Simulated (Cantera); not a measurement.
Charge: 1 mol Pb, 0.83 mol CO₂, 1.2 mol H₂, at 0.0140 bar.

Equilibrium computed with Cantera from the NASA thermochemical tables; the gas is ideal and each condensed phase is pure. Candidate condensed phases: C, C₆H₆, C₇H₈, C₈H₁₈, H₂O, Pb, PbO, PbO₂, Pb₃O₄; 113 gas species. The numbers say what is thermodynamically allowed, not how fast it happens.

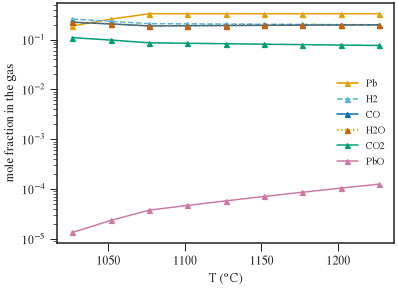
Figure. Equilibrium gas composition (values under 1e-9 drawn at 1e-9)

From 1027 °C to 1052 °C the condensed part is Pb(l). From 1077 °C to 1227 °C nothing is condensed. The main Pb-bearing gas is Pb throughout.
